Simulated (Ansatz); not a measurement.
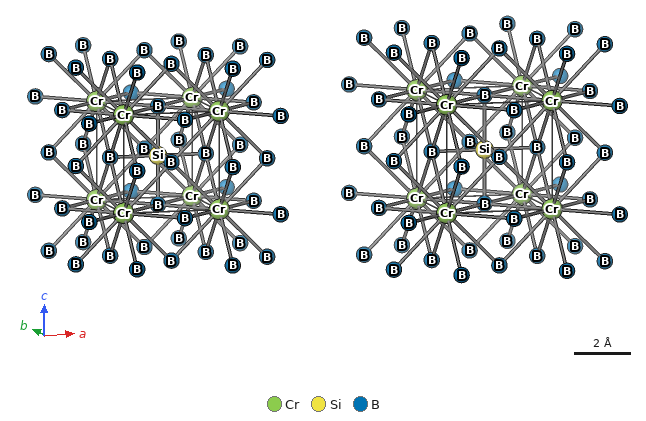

Two geometries of solid CrSiB₃ (a generated structure, set up in Pm-3m) (coarse preliminary run), drawn at one scale. One is the start of a relaxation, the other its converged end. A ball-and-stick model of the cell of the calculation, seen slightly off an axis.

Level of theory: DFT PBE, scalar-relativistic, plane waves, PAW (Ansatz). Settings: plane-wave cutoff 420 eV; k-point mesh 6 × 6 × 6; occupations gaussian; smearing width 0.1 eV; collinear spin; cell and atoms relaxed; force threshold 0.04 eV/Å; at most 70 steps.

Which of the two is the end point?

The right one is the relaxed one. No atom moves by more than 0.005 Å relative to the cell. The drawn cell changes as follows: a = b = c 3.558 → 3.924 Å (+10.3 %); the volume changes by +34.1 %. Near-neighbour distances that change, for instance: B–Cr 2.516 → 2.774 Å, B–Si 1.779 → 1.962 Å. The space group stays Pm-3m (No. 221). The energy falls by 414 meV per atom in 5 accepted moves (7 points after the start). All forces vanish by symmetry, so only the cell relaxes. Pressure: 54.99 GPa at the start and 0.12 GPa at the end. The SCF was repeated twice at an unchanged geometry on a basis and grid sized afresh for the cell, which shifted the energy by 11.6 meV per atom at most.
